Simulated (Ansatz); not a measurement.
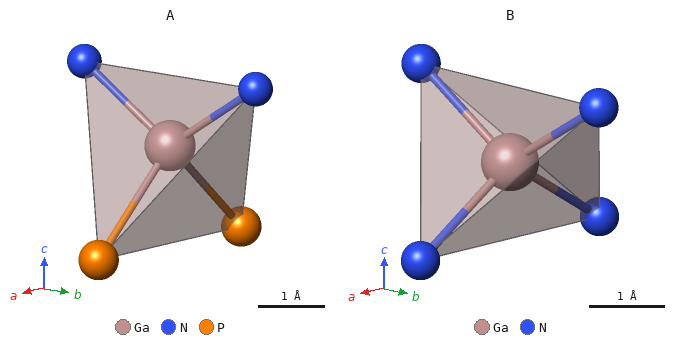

Coordination polyhedra in Ga4PN3 (P-4m2). Shape measures S are computed against regular polyhedra or, for capped shapes, the nearer of the equal-edge and equal-bond forms. Origin: the end point of a relaxation with DFT, PBE, plane waves, PAW (Ansatz); the starting structure was generated, so it need not be a known form of this composition.

Name each polyhedron.

A. Ga2 site, GaN2P2: a slightly distorted tetrahedron (coordination number 4, S = 0.36; next best see-saw, S = 9.3); mean bond 2.15 Å.
B. Ga1 site, GaN4: a slightly distorted tetrahedron (coordination number 4, S = 0.31; next best see-saw, S = 7.8); mean bond 2.01 Å.
